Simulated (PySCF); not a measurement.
```yaml
atoms:
  - { symbol: C, position_ang: [2.6444, -0.1504, -0.7453] }
  - { symbol: C, position_ang: [1.5879, 0.6447, -0.6758] }
  - { symbol: C, position_ang: [0.3285, 0.3432, 0.0221] }
  - { symbol: C, position_ang: [-0.8243, 1.3266, -0.1081] }
  - { symbol: C, position_ang: [-2.0456, 0.4987, 0.0228] }
  - { symbol: C, position_ang: [-1.7677, -0.9560, -0.0317] }
  - { symbol: C, position_ang: [-0.2633, -1.0526, 0.0965] }
  - { symbol: C, position_ang: [0.3295, -0.4329, 1.3183] }
  - { symbol: H, position_ang: [2.6683, -1.1199, -0.2764] }
  - { symbol: H, position_ang: [3.5336, 0.1392, -1.2776] }
  - { symbol: H, position_ang: [1.6146, 1.6087, -1.1694] }
  - { symbol: H, position_ang: [-0.7775, 2.1179, 0.6513] }
  - { symbol: H, position_ang: [-0.7847, 1.8363, -1.0832] }
  - { symbol: H, position_ang: [-3.0364, 0.9091, 0.0592] }
  - { symbol: H, position_ang: [-2.2868, -1.5051, 0.7644] }
  - { symbol: H, position_ang: [-2.1035, -1.4009, -0.9807] }
  - { symbol: H, position_ang: [0.2377, -1.8887, -0.3686] }
  - { symbol: H, position_ang: [-0.3417, -0.1036, 2.0980] }
  - { symbol: H, position_ang: [1.2772, -0.8051, 1.6768] }
```

Geometry: GFN2-xTB.

Method: UKS B3LYP, pcH-1 on C H, non-relativistic, mean-field spin-orbit, GIAO (PySCF 2.14.0, density-fitted response routines).

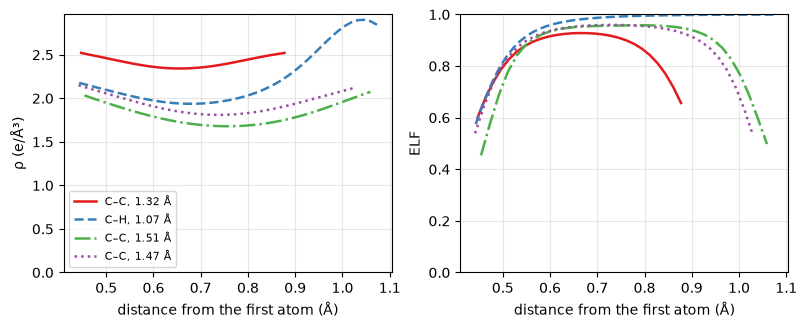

C$_{8}$H$_{11}$ (doublet). Electron density and ELF along straight lines between neighbouring atoms. The curves leave out the atomic cores.

What can be read from the curves?

Answer. C–C (1.32 Å): the density is about 2.3 e/Å³ at the midpoint; the ELF peaks at about 0.95 between the atoms (a multiple bond).
C–H (1.07 Å): ρ at the midpoint is about 2 e/Å³; the ELF climbs to about 1 towards the hydrogen, as it does in any bond to H (an ordinary covalent bond to hydrogen).
C–C (1.51 Å): the density is about 1.7 e/Å³ at the midpoint; the ELF peaks at about 0.95 between the atoms, as expected for localised, covalent bonding.
C–C (1.47 Å): the density is about 1.8 e/Å³ at the midpoint; the ELF peaks at about 0.95 between the atoms (a covalent bond).
